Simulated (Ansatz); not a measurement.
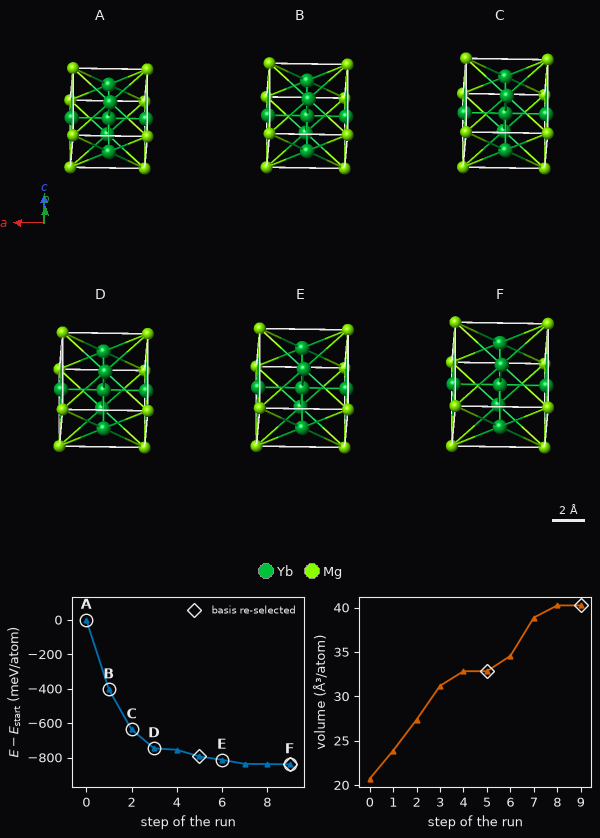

Frames of a relaxation of solid Yb4Mg (a generated structure, set up in Pm-3m) (coarse preliminary run), marked on the history of the run. The picture is a ball-and-stick view of the cell of the calculation, seen from a free direction.

All numbers below come from Ansatz 0.2.0, DFT PBE, scalar-relativistic, plane waves, PAW.

Input file:
```yaml
crystal:
  lattice:
    - [4.69560226, 0.0, 0.0]
    - [0.0, 4.69560226, 0.0]
    - [0.0, 0.0, 4.69560226]
  atoms:
    - { symbol: Yb, position: [0.5, 0.5, 0.5] }
    - { symbol: Yb, position: [0.0, 0.5, 0.5] }
    - { symbol: Yb, position: [0.5, 0.0, 0.5] }
    - { symbol: Yb, position: [0.5, 0.5, 0.0] }
    - { symbol: Mg, position: [0.0, 0.0, 0.0] }
basis:
  ecutwfc: 420
kpoints:
  mp_grid: { grid: [4, 4, 4] }
hamiltonian:
  xc: pbe
scf:
  occupations: { method: gaussian, width: 0.1 }
  lower_state_search: "off"
output:
  forces: true
  stress: true
  eigenvalues: true
relax:
  adjacent_minimum: "off"
  f_tol: 0.04
  max_steps: 70
  cell: { stress_tol: 0.4 }
```

Launched with:
```bash
ansatz run input.yaml --threads 1 --pin off --max-ram 2560MiB --backend cpu --events-out ev --progress --plain --runs-dir out
```

Question: What happens along the run?

Answer: After 7 accepted moves (9 points after the start) the energy has fallen by 839 meV per atom. All forces vanish by symmetry, so only the cell relaxes. Pressure: 27.25 GPa at the start and 0.01 GPa at the end. The SCF was repeated twice at an unchanged geometry on a basis and grid sized afresh for the cell, which shifted the energy by 38.9 meV per atom at most. No atom moves by more than 0.005 Å relative to the cell. The drawn cell changes as follows: a = b = c 4.696 → 5.860 Å (+24.8 %); the volume changes by +94.3 %. Near-neighbour distances that change, for instance: Yb2–Mg5 3.320 → 4.144 Å, Yb2–Yb3 3.320 → 4.144 Å, Yb1–Yb2 2.348 → 2.930 Å. The space group stays Pm-3m (No. 221). From step 0 to 1: volume +15.3 %, energy −404 meV per atom. From step 1 to 2: volume +14.6 %, energy −232 meV per atom. From step 2 to 3: volume +13.9 %, energy −110 meV per atom. From step 3 to 6: volume +10.8 %, energy −66.6 meV per atom. From step 6 to 9: volume +16.5 %, energy −26.4 meV per atom.

Limits of the set-up: 4f states are treated without a Hubbard U.
